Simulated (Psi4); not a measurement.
# C2H6AlCl (dimethylaluminum chloride): BP86/aug-cc-pVDZ (density fitting, sweep point 3)

Aim: the vertical ionisation energy of C2H6AlCl (dimethylaluminum chloride) at BP86/aug-cc-pVDZ (density fitting, sweep point 3), from 2 runs. 

Program for the calculation: Psi4 1.11.

4 further runs of the same task are left out: 4 set aside as unsound or not needed. Runs told in other sessions of the task aren't counted.

**1. Starting point**

C2H6AlCl: 10 atoms, total charge 0, spin state singlet. SMILES: `[CH3][Al]([CH3])[Cl]`. Geometry: relaxed at PBE0-D4/def2-TZVP.

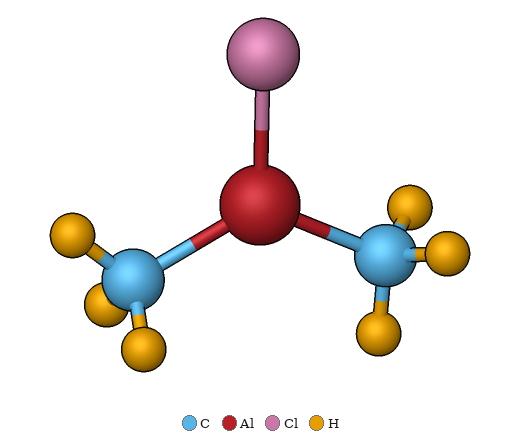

The structure, seen from a chosen angle (carbon blue, aluminium red, chlorine pink, hydrogen amber).

**2. The energy at BP86/aug-cc-pVDZ (density fitting, sweep point 3)**

Input file c2h6alcl.inp:

```
memory 1600 MB

molecule m {
  0 1
  C     -0.517700     1.358200    -0.989200
  Al    -0.252300    -0.446600    -0.322400
  C      0.742200    -0.932200     1.273500
  Cl    -1.112300    -2.038200    -1.415400
  H     -1.121400     1.383800    -1.898300
  H     -1.010200     1.981400    -0.235400
  H      0.443800     1.835600    -1.206000
  H      0.102400    -1.471200     1.979300
  H      1.158700    -0.063300     1.788800
  H      1.566900    -1.607500     1.025200
  symmetry c1
}

set {
  puream true
  scf_type df
  dft_radial_points 35
  dft_spherical_points 110
}

e, wfn = energy('bp86/aug-cc-pVDZ', return_wfn=True)
```

On the command line:

```bash
psi4 -n 1 c2h6alcl.inp c2h6alcl.out
```

c2h6alcl.out:

```text
[...]
  Running in c1 symmetry.
[...]
  Nuclear repulsion =  189.762243294910661
[...]
  Multiplicity = 1
[...]
  Nalpha       = 24
  Nbeta        = 24
[...]
    Number of basis functions: 154
[...]
   @DF-RKS iter   1:  -781.70329095017132    1.14904e-01   8.45605e-03 ADIIS/DIIS
[...]
   @DF-RKS iter  10:  -782.60210922557746   -1.50900e-08   2.75244e-07 DIIS
[...]
    Orbital Energies [Eh]
    ---------------------
    Doubly Occupied:
       1A   -100.716421     2A    -55.458850     3A     -9.894946
       4A     -9.894434     5A     -9.166057     6A     -6.985528
       7A     -6.982059     8A     -6.980720     9A     -3.957016
      10A     -2.565132    11A     -2.559606    12A     -2.555187
      13A     -0.730442    14A     -0.628956    15A     -0.620916
      16A     -0.375124    17A     -0.364588    18A     -0.363853
      19A     -0.358220    20A     -0.357102    21A     -0.294176
      22A     -0.288125    23A     -0.287662    24A     -0.248285
[...]
  @DF-RKS Final Energy:  -782.60210922557746
   => Energetics <=
    Nuclear Repulsion Energy =            189.7622432949106610
    One-Electron Energy =               -1456.7062536183448174
    Two-Electron Energy =                 544.4277806391539798
    DFT Exchange-Correlation Energy =     -60.0858795412972597
    Empirical Dispersion Energy =           0.0000000000000000
    VV10 Nonlocal Energy =                  0.0000000000000000
    Total Energy =                       -782.6021092255774647
[...]
 Multipole Moments:
 ------------------------------------------------------------------------------------
     Multipole            Electronic (a.u.)      Nuclear  (a.u.)        Total (a.u.)
 ------------------------------------------------------------------------------------
 L = 1.  Multiply by 2.5417464519 to convert [e a0] to [Debye]
 Dipole X            :         -3.7031490            4.0419775            0.3388286
 Dipole Y            :         -6.7133134            7.3400190            0.6267057
 Dipole Z            :         -4.7186539            5.1492524            0.4305984
 Magnitude           :                                                    0.8324541
[...]
```

It took 3.6 s on 1 thread of AMD EPYC 9B45 (Zen 5), shared host; peak memory 0.49 GiB.

**3. The doublet cation, same level**

Input file input.inp:

```
memory 1600 mb

molecule {
  1 2
  C     -0.517700     1.358200    -0.989200
  Al    -0.252300    -0.446600    -0.322400
  C      0.742200    -0.932200     1.273500
  Cl    -1.112300    -2.038200    -1.415400
  H     -1.121400     1.383800    -1.898300
  H     -1.010200     1.981400    -0.235400
  H      0.443800     1.835600    -1.206000
  H      0.102400    -1.471200     1.979300
  H      1.158700    -0.063300     1.788800
  H      1.566900    -1.607500     1.025200
  units angstrom
  symmetry c1
}

set {
  basis                aug-cc-pVDZ
  reference            uks
  puream               true
  scf_type             df
  dft_radial_points    35
  dft_spherical_points 110
  maxiter              100
}

energy('bp86')
```

On the command line:

```bash
psi4 -i input.inp -o input.out -n 1
```

input.out:

```text
[...]
  Running in c1 symmetry.
[...]
  Nuclear repulsion =  189.762243294910661
[...]
  Multiplicity = 2
[...]
  Nalpha       = 24
  Nbeta        = 23
[...]
    Number of basis functions: 154
[...]
   @DF-UKS iter   1:  -781.26735301334679    5.50842e-01   8.40374e-03 ADIIS/DIIS
[...]
   @DF-UKS iter  12:  -782.24880557086158   -8.68736e-08   2.96665e-07 DIIS
[...]
   @S^2 Observed:                7.531163021E-01
[...]
    Orbital Energies [Eh]
    ---------------------
    Alpha Occupied:
       1A   -100.946614     2A    -55.706096     3A    -10.127170
       4A    -10.126930     5A     -9.394341     6A     -7.213915
       7A     -7.212577     8A     -7.208170     9A     -4.200800
      10A     -2.807505    11A     -2.802432    12A     -2.802223
      13A     -0.952121    14A     -0.851610    15A     -0.842180
      16A     -0.595435    17A     -0.577792    18A     -0.573911
      19A     -0.569335    20A     -0.567181    21A     -0.520652
      22A     -0.515994    23A     -0.495475    24A     -0.486568
    Alpha Virtual:
      25A     -0.258495    26A     -0.222917    27A     -0.161899
[...]
  @DF-UKS Final Energy:  -782.24880557086158
   => Energetics <=
    Nuclear Repulsion Energy =            189.7622432949106610
    One-Electron Energy =               -1445.9033860086410641
    Two-Electron Energy =                 533.6548334697265545
    DFT Exchange-Correlation Energy =     -59.7624963268576224
    Empirical Dispersion Energy =           0.0000000000000000
    VV10 Nonlocal Energy =                  0.0000000000000000
    Total Energy =                       -782.2488055708615775
  UHF NO Occupations:
  HONO-2 :   22  A 1.9997262
  HONO-1 :   23  A 1.9990100
[...]
 Multipole Moments:
 ------------------------------------------------------------------------------------
     Multipole            Electronic (a.u.)      Nuclear  (a.u.)        Total (a.u.)
 ------------------------------------------------------------------------------------
 L = 1.  Multiply by 2.5417464519 to convert [e a0] to [Debye]
 Dipole X            :         -3.3271955            4.0419775            0.7147820
 Dipole Y            :         -6.0345919            7.3400190            1.3054271
 Dipole Z            :         -4.2391596            5.1492524            0.9100928
 Magnitude           :                                                    1.7445120
[...]
```

Run time: 5.4 s. Hardware: 1 thread of AMD EPYC 9B45 (Zen 5), shared host; peak memory 0.5 GiB.

**4. Results**

At BP86/aug-cc-pVDZ (density fitting, sweep point 3):

```
                                          quantity          value
                    singlet C2H6AlCl: total energy  -782.60211 Eh
                   singlet C2H6AlCl: dipole moment         2.12 D
                     singlet C2H6AlCl: HOMO energy       -6.76 eV
                     singlet C2H6AlCl: LUMO energy       -1.55 eV
                   singlet C2H6AlCl: HOMO–LUMO gap        5.20 eV
                      doublet cation: total energy  -782.24881 Eh
doublet cation: HOMO energy (highest over α and β)      -13.24 eV
 doublet cation: LUMO energy (lowest over α and β)      -12.49 eV
                              doublet cation: ⟨S²⟩          0.753
vertical ionisation energy (to the doublet cation)       9.614 eV
```

**Reading.** The vertical ionisation energy comes to 9.61 eV (222 kcal/mol). The negative HOMO energy of the first species, 6.76 eV, lies 2.86 eV below that difference.
